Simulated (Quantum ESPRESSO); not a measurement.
## Collinear magnetic orders of MnCO3 (Rhodochrosite) with Quantum ESPRESSO: run 2, typed as antiferro +−

Quantum ESPRESSO 7.5; PBEsol; plane waves with GBRV 1.5 PBEsol potentials, no spin-orbit coupling.

pw.in

```
&CONTROL
  calculation = 'scf'
  prefix = 'pwscf'
  outdir = './tmp'
  pseudo_dir = './pseudo'
  disk_io = 'nowf'
/
&SYSTEM
  ibrav = 0
  celldm(1) = 8
  nat = 10
  ntyp = 4
  ecutwfc = 40
  ecutrho = 280
  nbnd = 50
  occupations = 'smearing'
  smearing = 'fd'
  degauss = 0.00367493
  nspin = 2
  starting_magnetization(1) = 0.3
  starting_magnetization(2) = -0.3
  starting_magnetization(3) = 0
  starting_magnetization(4) = 0
/
&ELECTRONS
  conv_thr = 2d-08
  electron_maxstep = 150
  mixing_beta = 0.3
/
ATOMIC_SPECIES
Mn1    54.9380 mn_pbesol_v1.5.uspp.F.UPF
Mn2    54.9380 mn_pbesol_v1.5.uspp.F.UPF
C      12.0110 c_pbesol_v1.2.uspp.F.UPF
O      15.9990 o_pbesol_v1.2.uspp.F.UPF
CELL_PARAMETERS alat
   0.5637289245524    0.3254690463354    1.2316290017248
  -0.5637289245524    0.3254690463354    1.2316290017248
   0.0000000000000   -0.6509380926707    1.2316290017248
ATOMIC_POSITIONS crystal
Mn1     0.0000000000    0.0000000000    0.0000000000
Mn2     0.5000000000    0.5000000000    0.5000000000
C       0.2500000000    0.2500000000    0.2500000000
C       0.7500000000    0.7500000000    0.7500000000
O       0.5195000000    0.9805000000    0.2500000000
O       0.2500000000    0.5195000000    0.9805000000
O       0.9805000000    0.2500000000    0.5195000000
O       0.4805000000    0.0195000000    0.7500000000
O       0.7500000000    0.4805000000    0.0195000000
O       0.0195000000    0.7500000000    0.4805000000
K_POINTS automatic
6 6 6 0 0 0
```

The run is started by

```
> OMP_NUM_THREADS=1 mpirun -n 4 pw.x -nk 4 -in pw.in > pw.out
```

**Question.** What does this run give for the spin moment in the atom's sphere?

Opposed moments of equal size cancel, so the cell has no net moment. Symmetry leaves 3 kinds of site among the 10 atoms, and equivalent atoms carry values of equal size.

Spin moment in the atom's sphere by atom:

```csv
atom,spin moment in the atom's sphere (μB)
Mn1,4.17
Mn2,-4.17
C3,0.00
C4,0.00
O5,0.00
O6,0.00
O7,0.00
O8,0.00
O9,0.00
O10,0.00
```

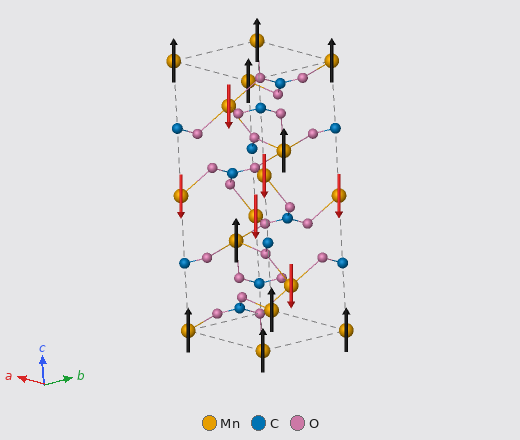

Spin moment in the atom's sphere as arrows, the longest 4.17 μB. Up and down stand for the sign. Arrows give size and sign along the axis of quantisation, drawn up and down the page. The two directions have two colours. Bonds to atoms that aren't drawn are left out. Some periodic images of atoms are drawn too.

Numbers from this step:

```yaml
magnetization: 0 μB
absolute_magnetization: 9.516 μB
final_state: antiferromagnetic
```

[Logs and program files are shortened in this print: banners, set-up blocks, solver, clock and traceback lines can be left out without a mark of their own.]

[Logs are printed without paths, hosts, clocks, repeated set-up lines and the standing remarks that a program may print on its own settings, such as how far it seeks lower states.]

[Hosts, paths, dates, database ids (printed as entryN), source tags and the programs' standing remarks are cut or masked in the printed files.]

[Where a cell is said to come from a database of computed structures, the database is the Materials Project.]
